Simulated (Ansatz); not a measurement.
# C2H3BO: two geometries relaxed

Aim: relax the geometries before and after the shift of H5 from C1 to C2, and see whether they are two minima and how far apart in energy. SMILES of the start: C#CBO.

All numbers below are computed with Ansatz 0.2.0 (RKS PBE-D4/def2-SVP).

### Step 1. The system as given

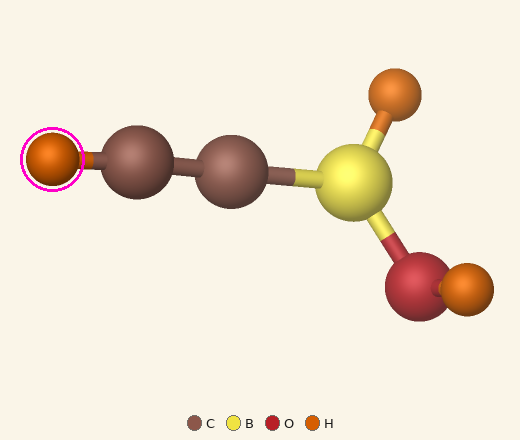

Start, viewed from a chosen angle; carbon brown, boron yellow, oxygen red, hydrogen orange. Ringed: H5.

Coordinates:

```xyz
7

C    -0.1078    0.0069    1.9218
C     0.0016    0.1736    0.7213
B     0.1780    0.3365   -0.8038
O    -0.5926   -0.3532   -1.7283
H    -0.2960   -0.0649    2.9354
H     1.0642    1.0583   -1.1988
H    -0.1862   -1.2252   -1.8932
```

### Step 2. Relaxing end A

input.yaml reads:

```yaml
crystal:
  periodic: [false, false, false]
  atoms:
    - { symbol: C, position_ang: [-0.1078, 0.0069, 1.9218] }
    - { symbol: C, position_ang: [0.0016, 0.1736, 0.7213] }
    - { symbol: B, position_ang: [0.178, 0.3365, -0.8038] }
    - { symbol: O, position_ang: [-0.5926, -0.3532, -1.7283] }
    - { symbol: H, position_ang: [-0.296, -0.0649, 2.9354] }
    - { symbol: H, position_ang: [1.0642, 1.0583, -1.1988] }
    - { symbol: H, position_ang: [-0.1862, -1.2252, -1.8932] }
basis:
  gaussian: { orbitals: def2-SVP }
hamiltonian:
  xc: pbe
  dispersion: d4
relax:
  f_tol: 0.02
  max_steps: 50
```

Command:

```
ansatz run input.yaml --threads 1 --pin off --max-ram 2048MiB --backend cpu --events-out ev --progress --plain --runs-dir out
```

The log of the run, shortened:

```text
Warning: RAYON_NUM_THREADS=1 ignored (pool sized by the plan → 1); use --threads N
[...]
Functional definition: PBE
[...]
787 factors; their error is unknown
[...]
mean field -4835.09271874 eV, -177.6863800702 hartree, gradient 5.7e-5 eV, S^2 0.000000; 0 other end points of the search recorded, 0 dependent functions left out
[...]
reference -4835.09274848 eV, -177.6863811630 hartree; 14, 14 occupied and 57, 57 virtual orbitals, 787 factors
relax step   1: F+E_penalty+E_count = -4835.18593899 eV  Δ(F+E_penalty+E_count) = +0.000e0 eV  max|allowed force component| = 2.146e0 eV/Å  Δτ_max = 0.0000 Å  (25 SCF iters, accepted)
[...]
relax step   3: F+E_penalty+E_count = -4835.32042187 eV  Δ(F+E_penalty+E_count) = -6.907e-2 eV  max|allowed force component| = 9.921e-1 eV/Å  Δτ_max = 0.0782 Å  (29 SCF iters, accepted)
[...]
relax step   5: F+E_penalty+E_count = -4835.75961870 eV  Δ(F+E_penalty+E_count) = -3.582e-1 eV  max|allowed force component| = 1.633e0 eV/Å  Δτ_max = 0.2000 Å  (32 SCF iters, accepted)
[...]
relax step   7: F+E_penalty+E_count = -4835.95705637 eV  Δ(F+E_penalty+E_count) = -2.053e-2 eV  max|allowed force component| = 1.951e-1 eV/Å  Δτ_max = 0.0839 Å  (27 SCF iters, accepted)
[...]
relax step   9: F+E_penalty+E_count = -4835.95869036 eV  Δ(F+E_penalty+E_count) = -6.651e-4 eV  max|allowed force component| = 2.926e-2 eV/Å  Δτ_max = 0.0073 Å  (28 SCF iters, accepted)
[...]
relax step  10: F+E_penalty+E_count = -4835.95872621 eV  Δ(F+E_penalty+E_count) = -3.584e-5 eV  max|allowed force component| = 7.522e-3 eV/Å  Δτ_max = 0.0026 Å  (22 SCF iters, accepted)
787 factors; their error is unknown
[...]
mean field -4835.86470691 eV, -177.7147501121 hartree, gradient 1.0e-5 eV, S^2 0.000000; 1 other end points of the search recorded, 0 dependent functions left out
[...]
reference -4835.86473684 eV, -177.7147512122 hartree; 14, 14 occupied and 57, 57 virtual orbitals, 787 factors
Total energy: -4835.95875614 eV, -177.7182063576 hartree
Atom 0 at    -0.159099    -0.042676     1.826062 Å, force    -0.001218    -0.001903     0.007522 eV/Å
Atom 1 at     0.053535     0.142579     0.628720 Å, force     0.000541     0.000598    -0.006754 eV/Å
Atom 2 at     0.322480     0.380051    -0.864117 Å, force     0.000574     0.000842    -0.003722 eV/Å
Atom 3 at    -0.135575    -0.471354    -1.822717 Å, force     0.000172     0.000034     0.002138 eV/Å
Atom 4 at    -0.341977    -0.198966     2.881421 Å, force    -0.000514    -0.000199     0.002350 eV/Å
Atom 5 at     0.957121     1.340469    -1.254755 Å, force     0.000541     0.000590    -0.001155 eV/Å
Atom 6 at    -0.635286    -1.218102    -1.440214 Å, force    -0.000095     0.000039    -0.000379 eV/Å
Dipole moment:    -0.206027    -0.293914     0.266991 e Å
```

Wall time 28 s (1 thread of Arm Neoverse N1, shared host); peak memory 0.13 GiB.

Step by step:

| step | energy from step 1 (eV) | largest force component (eV/Å) |
| --- | --- | --- |
| 1 | 0.0000 | 2.1459 |
| 2 | -0.0654 | 0.9326 |
| 3 | -0.1345 | 0.9921 |
| 4 | -0.2155 | 2.7621 |
| 5 | -0.5737 | 1.6329 |
| 6 | -0.7506 | 0.8514 |
| 7 | -0.7711 | 0.1951 |
| 8 | -0.7721 | 0.1582 |
| 9 | -0.7728 | 0.0293 |
| 10 | -0.7728 | 0.0075 |

Step 1 is the start.

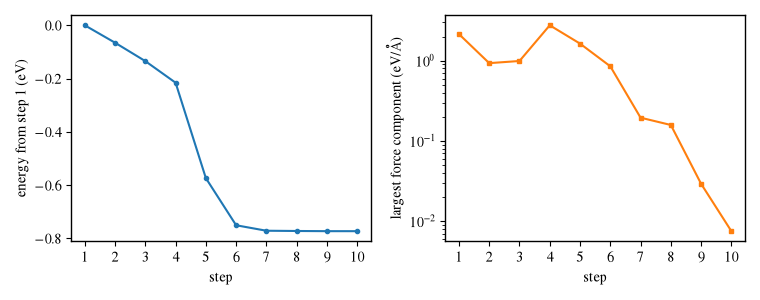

How energy and force went from step to step.

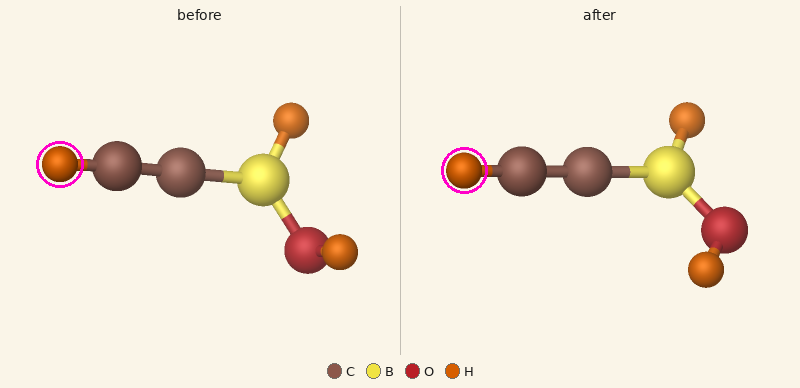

The structure before (left) and after (right), drawn at the same scale.

After: Bond lengths: C1–C2 1.230 Å, C2–B3 1.535 Å, B3–O4 1.361 Å, C1–H5 1.082 Å, B3–H6 1.216 Å, O4–H7 0.977 Å. Angles: C1–C2–B3 179.7°, C2–C1–H5 179.6°, C2–B3–O4 121.9°, C2–B3–H6 121.7°, O4–B3–H6 116.3°, B3–O4–H7 112.0°.

### Step 3. Relaxing end B

The second end starts from a geometry with the move made by hand.

Changes to input.yaml since step 2:

```diff
@@ -7,3 +7,3 @@
     - { symbol: O, position_ang: [-0.5926, -0.3532, -1.7283] }
-    - { symbol: H, position_ang: [-0.296, -0.0649, 2.9354] }
+    - { symbol: H, position_ang: [-0.65149, 0.88375, 1.22851] }
     - { symbol: H, position_ang: [1.0642, 1.0583, -1.1988] }
```

Command:

```
ansatz run input.yaml --threads 1 --pin off --max-ram 2048MiB --backend cpu --events-out ev --progress --plain --runs-dir out
```

The log of the run, shortened:

```text
Warning: RAYON_NUM_THREADS=1 ignored (pool sized by the plan → 1); use --threads N
[...]
Functional definition: PBE
[...]
787 factors; their error is unknown
[...]
mean field -4832.48984976 eV, -177.5907263993 hartree, gradient 2.1e-5 eV, S^2 0.000000; 0 other end points of the search recorded, 0 dependent functions left out
[...]
reference -4832.48987692 eV, -177.5907273976 hartree; 14, 14 occupied and 57, 57 virtual orbitals, 787 factors
relax step   1: F+E_penalty+E_count = -4832.58547914 eV  Δ(F+E_penalty+E_count) = +0.000e0 eV  max|allowed force component| = 6.187e0 eV/Å  Δτ_max = 0.0000 Å  (26 SCF iters, accepted)
[...]
relax step   4: F+E_penalty+E_count = -4833.37131978 eV  Δ(F+E_penalty+E_count) = -1.778e-1 eV  max|allowed force component| = 3.400e0 eV/Å  Δτ_max = 0.1921 Å  (35 SCF iters, accepted)
[...]
relax step   7: F+E_penalty+E_count = -4834.01320302 eV  Δ(F+E_penalty+E_count) = -4.949e-2 eV  max|allowed force component| = 9.361e-1 eV/Å  Δτ_max = 0.1951 Å  (35 SCF iters, accepted)
[...]
relax step  10: F+E_penalty+E_count = -4834.07817526 eV  Δ(F+E_penalty+E_count) = -1.100e-2 eV  max|allowed force component| = 1.815e-1 eV/Å  Δτ_max = 0.0476 Å  (28 SCF iters, accepted)
[...]
relax step  13: F+E_penalty+E_count = -4834.17621857 eV  Δ(F+E_penalty+E_count) = -8.479e-2 eV  max|allowed force component| = 2.284e0 eV/Å  Δτ_max = 0.1960 Å  (34 SCF iters, accepted)
[...]
relax step  14: F+E_penalty+E_count = -4834.47747874 eV  Δ(F+E_penalty+E_count) = -3.013e-1 eV  max|allowed force component| = 3.020e0 eV/Å  Δτ_max = 0.2000 Å  (35 SCF iters, accepted)
[...]
787 factors; their error is unknown
mean field -4834.58114448 eV, -177.6675800627 hartree, gradient 6.4e-6 eV, S^2 0.000000; 0 other end points of the search recorded, 0 dependent functions left out
[...]
reference -4834.58117266 eV, -177.6675810983 hartree; 14, 14 occupied and 57, 57 virtual orbitals, 787 factors
```

### Step 4. More of the same log: end point B relaxed

Output, continued, shortened:

```text
relax step  15: F+E_penalty+E_count = -4834.67570761 eV  Δ(F+E_penalty+E_count) = -1.982e-1 eV  max|allowed force component| = 6.260e0 eV/Å  Δτ_max = 0.1994 Å  (36 SCF iters, accepted)
[...]
relax step  17: F+E_penalty+E_count = -4835.41459036 eV  Δ(F+E_penalty+E_count) = -4.576e-1 eV  max|allowed force component| = 1.882e0 eV/Å  Δτ_max = 0.1935 Å  (30 SCF iters, accepted)
[...]
relax step  19: F+E_penalty+E_count = -4835.91320714 eV  Δ(F+E_penalty+E_count) = -1.429e-1 eV  max|allowed force component| = 2.054e-1 eV/Å  Δτ_max = 0.2000 Å  (29 SCF iters, accepted)
[...]
relax step  21: F+E_penalty+E_count = -4835.95707910 eV  Δ(F+E_penalty+E_count) = -4.212e-2 eV  max|allowed force component| = 1.182e-1 eV/Å  Δτ_max = 0.1331 Å  (28 SCF iters, accepted)
[...]
reference -4835.86473708 eV, -177.7147512208 hartree; 14, 14 occupied and 57, 57 virtual orbitals, 787 factors
Total energy: -4835.95875634 eV, -177.7182063647 hartree
Atom 0 at    -0.235528     0.394409     1.560206 Å, force     0.001195    -0.000751    -0.009148 eV/Å
Atom 1 at    -0.033837     0.394626     0.346552 Å, force    -0.002085    -0.000792     0.010294 eV/Å
Atom 2 at     0.220251     0.401426    -1.167660 Å, force     0.003046     0.006718    -0.002460 eV/Å
Atom 3 at    -0.077061    -0.670509    -1.952455 Å, force    -0.001770    -0.003097     0.002404 eV/Å
Atom 4 at    -0.410102     0.401630     2.628487 Å, force     0.000046     0.000358     0.000806 eV/Å
Atom 5 at     0.698735     1.366283    -1.731671 Å, force    -0.000303    -0.000903     0.000222 eV/Å
Atom 6 at    -0.456749    -1.407215    -1.435950 Å, force    -0.000129    -0.001533    -0.002117 eV/Å
Dipole moment:    -0.160824    -0.270781     0.317838 e Å
```

Wall time 66 s (1 thread of Arm Neoverse N1, shared host); peak memory 0.13 GiB.

The steps of the relaxation:

| step | energy from step 1 (eV) | largest force component (eV/Å) |
| --- | --- | --- |
| 1 | 0.0000 | 6.1866 |
| 2 | -0.3882 | 1.4641 |
| 3 | -0.6080 | 2.1933 |
| 4 | -0.7858 | 3.4003 |
| 5 | -1.2589 | 1.2180 |
| 6 | -1.3782 | 0.6879 |
| 7 | -1.4277 | 0.9361 |
| 8 | -1.4695 | 0.4608 |
| 9 | -1.4817 | 0.1808 |
| 10 | -1.4927 | 0.1815 |
| 11 | -1.4981 | 0.1751 |
| 12 | -1.5059 | 0.3284 |
| 13 | -1.5907 | 2.2841 |
| 14 | -1.8920 | 3.0195 |
| 15 | -2.0902 | 6.2598 |
| 16 | -2.3715 | 3.5595 |
| 17 | -2.8291 | 1.8815 |
| 18 | -3.1848 | 1.2536 |
| 19 | -3.3277 | 0.2054 |
| 20 | -3.3295 | 0.6608 |
| 21 | -3.3716 | 0.1182 |
| 22 | -3.3731 | 0.0514 |
| 23 | -3.3732 | 0.0472 |
| 24 | -3.3732 | 0.0103 |

Step 1 is the start.

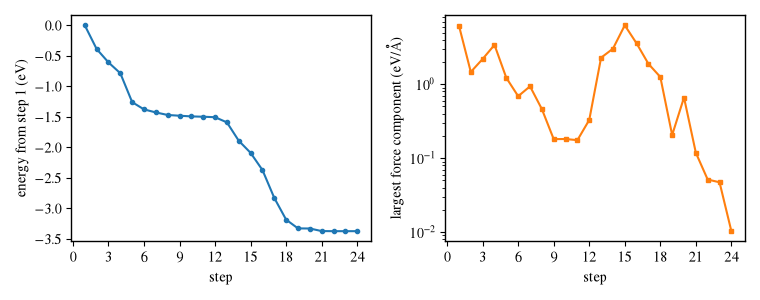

Energy and largest force along the relaxation.

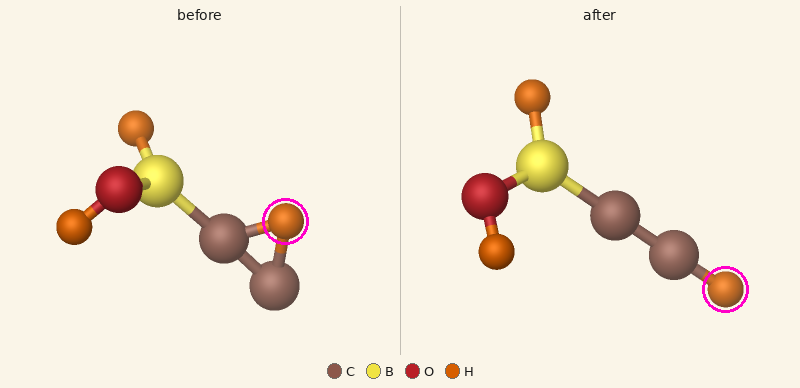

The structure before (left) and after (right), drawn at the same scale.

After: Bond lengths: C1–C2 1.230 Å, C2–B3 1.535 Å, B3–O4 1.361 Å, C1–H5 1.082 Å, B3–H6 1.216 Å, O4–H7 0.977 Å. Angles: C1–C2–B3 179.7°, C2–C1–H5 179.6°, C2–B3–O4 121.9°, C2–B3–H6 121.7°, O4–B3–H6 116.3°, B3–O4–H7 112.0°.

Pairs that crossed the distance rule for bonds on the way: moved apart C2–H5.

### Step 5. Summary of results

| quantity | value |
| --- | --- |
| end A | 9 moves, 0.773 eV lower |
| end B | 23 moves, 3.373 eV lower |
| largest difference between the ends | 0.00 Å |
| end B relative to end A | +0.000 eV |

**Reading.** The two relaxations end at one structure, within 0.00 Å: no second minimum was found from this start, which doesn't rule one out.
